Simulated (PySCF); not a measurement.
# Si2H5SF (SMILES F[SiH2]S[SiH3]): M06-2X/def2-TZVP

What is the vertical ionisation energy of Si2H5SF at M06-2X/def2-TZVP? 

The results are computed with PySCF 2.14.0.

## Step 1: The system as given

The species is Si2H5SF (9 atoms), meant as a singlet with charge 0. As SMILES, `F[SiH2]S[SiH3]`. The coordinates come from a PBE0-D4/def2-TZVP relaxation. This is one conformer, not always the lowest.

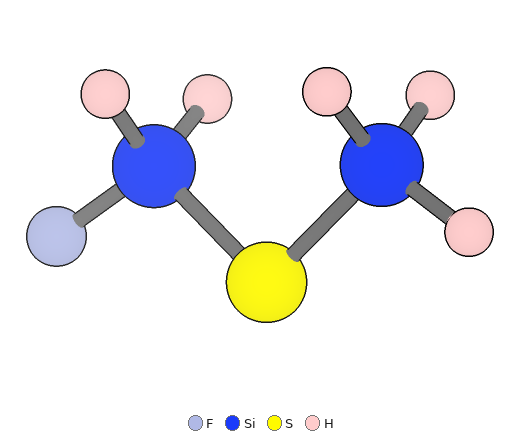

The structure, seen from a chosen angle (fluorine light blue, silicon blue, sulfur yellow, hydrogen pink).

## Step 2: A single-point energy at M06-2X/def2-TZVP

geometry.xyz reads:

```xyz
9
FH5SSi2
F     -1.923200     2.383400     0.314600
Si    -0.638900     1.443100     0.227100
S     -1.346200    -0.510100    -0.209900
Si     0.556000    -1.492900    -0.229500
H      0.237200     1.952600    -0.853000
H      0.057400     1.482200     1.533800
H      1.232200    -1.364200     1.086200
H      1.437100    -0.921900    -1.279500
H      0.262700    -2.914700    -0.521000
```

calc.py reads:

```python
# F[SiH2]S[SiH3]
from pyscf import gto, dft

mol = gto.M(
    atom='geometry.xyz',
    verbose=4,
    basis='def2-tzvp',
    max_memory=1860,
    spin=0,
)

myscf = dft.RKS(mol)
myscf.xc = 'm06-2x'
myscf.grids.level = 4
myscf.conv_tol = 1e-10
myscf.kernel()
if not myscf.converged:
    myscf = myscf.newton().run(myscf.mo_coeff, myscf.mo_occ)

energy = myscf.e_tot
print('Final energy', energy)
```

The run is started by

```bash
$ OMP_NUM_THREADS=1 python calc.py
```

The log of the run:

```text
PySCF version 2.14.0

[INPUT] num. atoms = 9
[INPUT] num. electrons = 58
[INPUT] charge = 0
[INPUT] spin (= nelec alpha-beta = 2S) = 0
[INPUT] symmetry False subgroup None
[INPUT] Mole.unit = angstrom
[INPUT] Symbol           X                Y                Z      unit          X                Y                Z       unit  Magmom
[INPUT]  1 F     -1.923200000000   2.383400000000   0.314600000000 AA   -3.634321282764   4.503973245288   0.594507838788 Bohr   0.0
[INPUT]  2 Si    -0.638900000000   1.443100000000   0.227100000000 AA   -1.207346020985   2.727063770360   0.429156802889 Bohr   0.0
[INPUT]  3 S     -1.346200000000  -0.510100000000  -0.209900000000 AA   -2.543949308889  -0.963949296141  -0.396653513546 Bohr   0.0
[INPUT]  4 Si     0.556000000000  -1.492900000000  -0.229500000000 AA    1.050687725258  -2.821172131363  -0.433692145588 Bohr   0.0
[INPUT]  5 H      0.237200000000   1.952600000000  -0.853000000000 AA    0.448243036747   3.689879230826  -1.611936384254 Bohr   0.0
[INPUT]  6 H      0.057400000000   1.482200000000   1.533800000000 AA    0.108470279550   2.800952061830   2.898461929858 Bohr   0.0
[INPUT]  7 H      1.232200000000  -1.364200000000   1.086200000000 AA    2.328520530689  -2.577964379132   2.052620516503 Bohr   0.0
[INPUT]  8 H      1.437100000000  -0.921900000000  -1.279500000000 AA    2.715725413612  -1.742138514237  -2.417904576381 Bohr   0.0
[INPUT]  9 H      0.262700000000  -2.914700000000  -0.521000000000 AA    0.496431052923  -5.507984735270  -0.984547310898 Bohr   0.0

nuclear repulsion = 282.775941304955
number of shells = 70
number of NR pGTOs = 275
number of NR cGTOs = 172
basis = def2-tzvp
ecp = {}

******** <class 'pyscf.dft.rks.RKS'> ********
method = RKS
initial guess = minao
damping factor = 0
level_shift factor = 0
DIIS = <class 'pyscf.scf.diis.CDIIS'>
diis_start_cycle = 1
diis_space = 8
diis_damp = 0
SCF conv_tol = 1e-10
SCF conv_tol_grad = None
SCF max_cycles = 50
direct_scf = True
direct_scf_tol = 1e-13
XC library pyscf.dft.libxc version 7.0.0
    S. Lehtola, C. Steigemann, M. J.T. Oliveira, and M. A.L. Marques.,  SoftwareX 7, 1–5 (2018)
XC functionals = m06-2x
    Y. Zhao and D. G. Truhlar.,  Theor. Chem. Acc. 120, 215 (2008)
    Y. Zhao and D. G. Truhlar.,  Theor. Chem. Acc. 120, 215 (2008)
radial grids:
    Treutler-Ahlrichs [JCP 102, 346 (1995); DOI:10.1063/1.469408] (M4) radial grids

becke partition: Becke, JCP 88, 2547 (1988); DOI:10.1063/1.454033
pruning grids: <function nwchem_prune>
grids dens level: 4
symmetrized grids: False
atomic radii adjust function: <function treutler_atomic_radii_adjust>
small_rho_cutoff = 0
Set gradient conv threshold to 1e-05
Initial guess from minao.
tot grids = 193904
init E= -1080.16531792489
  HOMO = -0.306953521544131  LUMO = -0.0340743998966129  gap/eV = 7.42542
cycle= 1 E= -1080.056165257  delta_E= 0.109  |g|= 0.521  |ddm|= 2.22
  HOMO = -0.311987747980132  LUMO = -0.0152882464655557  gap/eV = 8.07360
cycle= 2 E= -1080.04995443964  delta_E= 0.00621  |g|= 0.623  |ddm|= 0.606
  HOMO = -0.324950972995715  LUMO = 0.00239344317332148  gap/eV = 8.90750
cycle= 3 E= -1080.11196975678  delta_E= -0.062  |g|= 0.0416  |ddm|= 0.299
  HOMO = -0.327776097204784  LUMO = 0.00710715528865013  gap/eV = 9.11264
cycle= 4 E= -1080.11225905358  delta_E= -0.000289  |g|= 0.0212  |ddm|= 0.0485
  HOMO = -0.3254514284631  LUMO = 0.00639438997425758  gap/eV = 9.02998
cycle= 5 E= -1080.11235996805  delta_E= -0.000101  |g|= 0.00502  |ddm|= 0.0194
  HOMO = -0.326113094574748  LUMO = 0.00639077504188408  gap/eV = 9.04789
cycle= 6 E= -1080.11236522805  delta_E= -5.26e-06  |g|= 0.000806  |ddm|= 0.00418
  HOMO = -0.325986555055271  LUMO = 0.00635147275686743  gap/eV = 9.04338
cycle= 7 E= -1080.11236544404  delta_E= -2.16e-07  |g|= 0.000143  |ddm|= 0.000944
  HOMO = -0.326012651796732  LUMO = 0.00635199745057684  gap/eV = 9.04410
cycle= 8 E= -1080.11236545223  delta_E= -8.18e-09  |g|= 3.89e-05  |ddm|= 0.000191
  HOMO = -0.326008176879052  LUMO = 0.00635368027562935  gap/eV = 9.04403
cycle= 9 E= -1080.11236545271  delta_E= -4.8e-10  |g|= 1.63e-05  |ddm|= 4.92e-05
  HOMO = -0.326008591720672  LUMO = 0.00635323354042271  gap/eV = 9.04403
cycle= 10 E= -1080.11236545279  delta_E= -8.62e-11  |g|= 2.09e-06  |ddm|= 1.65e-05
  HOMO = -0.326008793153148  LUMO = 0.00635302518419023  gap/eV = 9.04403
Extra cycle  E= -1080.1123654528  delta_E= -2.96e-12  |g|= 1.51e-06  |ddm|= 3.55e-06
converged SCF energy = -1080.1123654528
Final energy -1080.112365452795
```

It took 82 s on 1 thread of Arm Neoverse V2, shared host; peak memory 1.5 GiB.

## Step 3: The doublet cation at the same level

input.xyz reads:

```xyz
9
FH5SSi2
F     -1.923200     2.383400     0.314600
Si    -0.638900     1.443100     0.227100
S     -1.346200    -0.510100    -0.209900
Si     0.556000    -1.492900    -0.229500
H      0.237200     1.952600    -0.853000
H      0.057400     1.482200     1.533800
H      1.232200    -1.364200     1.086200
H      1.437100    -0.921900    -1.279500
H      0.262700    -2.914700    -0.521000
```

run.py reads:

```python
from pyscf import gto, dft

mol = gto.M(
    atom='input.xyz',
    basis='def2-tzvp',
    max_memory=1860,
    verbose=4,
    charge=1,
    spin=1,
)

calc0 = dft.UKS(mol, xc='m06-2x')
calc0.conv_tol = 1e-10
calc0.grids.level = 4
calc0.kernel()
if not calc0.converged:
    calc0 = calc0.newton().run(calc0.mo_coeff, calc0.mo_occ)

e_tot = calc0.e_tot
print('E = %.10f Eh' % e_tot)
```

The run is started by

```bash
$ OMP_NUM_THREADS=1 python run.py
```

The log of the run:

```text
PySCF version 2.14.0

[INPUT] num. atoms = 9
[INPUT] num. electrons = 57
[INPUT] charge = 1
[INPUT] spin (= nelec alpha-beta = 2S) = 1
[INPUT] symmetry False subgroup None
[INPUT] Mole.unit = angstrom
[INPUT] Symbol           X                Y                Z      unit          X                Y                Z       unit  Magmom
[INPUT]  1 F     -1.923200000000   2.383400000000   0.314600000000 AA   -3.634321282764   4.503973245288   0.594507838788 Bohr   0.0
[INPUT]  2 Si    -0.638900000000   1.443100000000   0.227100000000 AA   -1.207346020985   2.727063770360   0.429156802889 Bohr   0.0
[INPUT]  3 S     -1.346200000000  -0.510100000000  -0.209900000000 AA   -2.543949308889  -0.963949296141  -0.396653513546 Bohr   0.0
[INPUT]  4 Si     0.556000000000  -1.492900000000  -0.229500000000 AA    1.050687725258  -2.821172131363  -0.433692145588 Bohr   0.0
[INPUT]  5 H      0.237200000000   1.952600000000  -0.853000000000 AA    0.448243036747   3.689879230826  -1.611936384254 Bohr   0.0
[INPUT]  6 H      0.057400000000   1.482200000000   1.533800000000 AA    0.108470279550   2.800952061830   2.898461929858 Bohr   0.0
[INPUT]  7 H      1.232200000000  -1.364200000000   1.086200000000 AA    2.328520530689  -2.577964379132   2.052620516503 Bohr   0.0
[INPUT]  8 H      1.437100000000  -0.921900000000  -1.279500000000 AA    2.715725413612  -1.742138514237  -2.417904576381 Bohr   0.0
[INPUT]  9 H      0.262700000000  -2.914700000000  -0.521000000000 AA    0.496431052923  -5.507984735270  -0.984547310898 Bohr   0.0

nuclear repulsion = 282.775941304955
number of shells = 70
number of NR pGTOs = 275
number of NR cGTOs = 172
basis = def2-tzvp
ecp = {}

******** <class 'pyscf.dft.uks.UKS'> ********
method = UKS
initial guess = minao
damping factor = 0
level_shift factor = 0
DIIS = <class 'pyscf.scf.diis.CDIIS'>
diis_start_cycle = 1
diis_space = 8
diis_damp = 0
SCF conv_tol = 1e-10
SCF conv_tol_grad = None
SCF max_cycles = 50
direct_scf = True
direct_scf_tol = 1e-13
number electrons alpha = 29  beta = 28
XC library pyscf.dft.libxc version 7.0.0
    S. Lehtola, C. Steigemann, M. J.T. Oliveira, and M. A.L. Marques.,  SoftwareX 7, 1–5 (2018)
XC functionals = m06-2x
    Y. Zhao and D. G. Truhlar.,  Theor. Chem. Acc. 120, 215 (2008)
    Y. Zhao and D. G. Truhlar.,  Theor. Chem. Acc. 120, 215 (2008)
radial grids:
    Treutler-Ahlrichs [JCP 102, 346 (1995); DOI:10.1063/1.469408] (M4) radial grids

becke partition: Becke, JCP 88, 2547 (1988); DOI:10.1063/1.454033
pruning grids: <function nwchem_prune>
grids dens level: 4
symmetrized grids: False
atomic radii adjust function: <function treutler_atomic_radii_adjust>
small_rho_cutoff = 0
Set gradient conv threshold to 1e-05
tot grids = 193904
init E= -1080.16531792489
[... the frontier-level lines of each cycle are left out ...]


cycle= 1 E= -1079.65869051488  delta_E= 0.507  |g|= 0.409  |ddm|= 1.59
cycle= 2 E= -1079.66457768654  delta_E= -0.00589  |g|= 0.497  |ddm|= 0.544
cycle= 3 E= -1079.74373150818  delta_E= -0.0792  |g|= 0.0536  |ddm|= 0.241
cycle= 4 E= -1079.74551466006  delta_E= -0.00178  |g|= 0.0201  |ddm|= 0.0595
cycle= 5 E= -1079.74612252487  delta_E= -0.000608  |g|= 0.00753  |ddm|= 0.0271
cycle= 6 E= -1079.74634531515  delta_E= -0.000223  |g|= 0.00379  |ddm|= 0.0184
cycle= 7 E= -1079.74640582297  delta_E= -6.05e-05  |g|= 0.00118  |ddm|= 0.0124
cycle= 8 E= -1079.74641043488  delta_E= -4.61e-06  |g|= 0.000391  |ddm|= 0.00348
cycle= 9 E= -1079.74641079895  delta_E= -3.64e-07  |g|= 0.000192  |ddm|= 0.000951
cycle= 10 E= -1079.746410846  delta_E= -4.7e-08  |g|= 8.58e-05  |ddm|= 0.00043
cycle= 11 E= -1079.74641085211  delta_E= -6.11e-09  |g|= 1.52e-05  |ddm|= 0.000122
cycle= 12 E= -1079.74641085239  delta_E= -2.74e-10  |g|= 7.76e-06  |ddm|= 2.62e-05
cycle= 13 E= -1079.74641085245  delta_E= -5.73e-11  |g|= 2.09e-06  |ddm|= 1.08e-05
Extra cycle  E= -1079.74641085246  delta_E= -1.05e-11  |g|= 1.61e-06  |ddm|= 3.36e-06
converged SCF energy = -1079.74641085246  <S^2> = 0.75498294  2S+1 = 2.0049767
E = -1079.7464108525 Eh
```

It took 3.3 min on 1 thread of Arm Neoverse V2, shared host; peak memory 1.5 GiB.

## Step 4: What came out

At M06-2X/def2-TZVP:

```
                                          quantity           value
                     singlet Si2H5SF: total energy  -1080.11237 Eh
                    singlet Si2H5SF: dipole moment          2.14 D
                      singlet Si2H5SF: HOMO energy        -8.87 eV
                      singlet Si2H5SF: LUMO energy         0.17 eV
                    singlet Si2H5SF: HOMO–LUMO gap         9.04 eV
                      doublet cation: total energy  -1079.74641 Eh
doublet cation: HOMO energy (highest over α and β)       -16.09 eV
 doublet cation: LUMO energy (lowest over α and β)       -10.89 eV
                              doublet cation: ⟨S²⟩           0.755
vertical ionisation energy (to the doublet cation)        9.958 eV
```

**Reading.** The vertical ionisation energy comes to 9.96 eV (961 kJ/mol). The negative HOMO energy of the first species, 8.87 eV, lies 1.09 eV below that difference. Mulliken charges (singlet Si2H5SF) run from -0.32 on F1 to +0.49 on Si2.
